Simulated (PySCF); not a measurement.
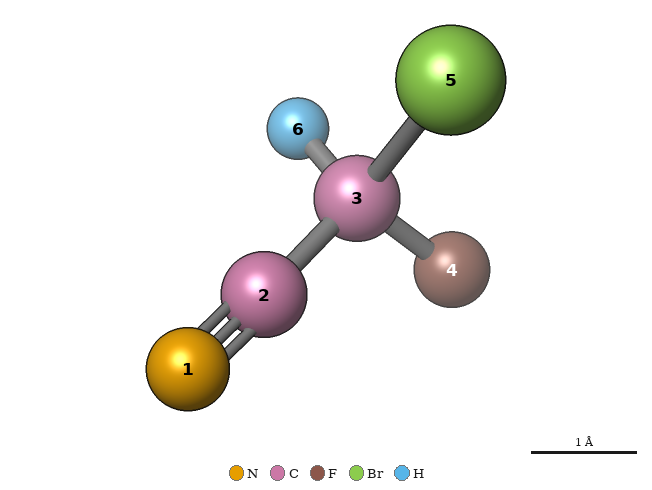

Orthographic view. Depth is shown by fading: the farther an atom, the more it takes the colour of the background. Computed geometry: PBE0-D3(BJ)/def2-TZVP optimisation. No frequency run is at hand to confirm it as a minimum.

Write a MOL file (V2000) with the atoms in numerical order, bonds sorted by atom number with the orders drawn, and coordinates in the frame of the picture: x right, y up, z towards the viewer, origin at the mean position.

```
C2HBrFN
                    3D

  6  5  0  0  0  0  0  0  0  0999 V2000
   -1.4100   -1.3900    0.9200 N   0  0  0  0  0  0  0  0  0  0  0  0
   -0.6800   -0.6800    0.3900 C   0  0  0  0  0  0  0  0  0  0  0  0
    0.2100    0.2400   -0.3100 C   0  0  2  0  0  0  0  0  0  0  0  0
    1.1200   -0.4400   -1.0400 F   0  0  0  0  0  0  0  0  0  0  0  0
    1.1100    1.3700    0.9900 Br  0  0  0  0  0  0  0  0  0  0  0  0
   -0.3500    0.9100   -0.9600 H   0  0  0  0  0  0  0  0  0  0  0  0
  1  2  3  0
  2  3  1  0
  3  4  1  0
  3  5  1  0
  3  6  1  0
M  END
```
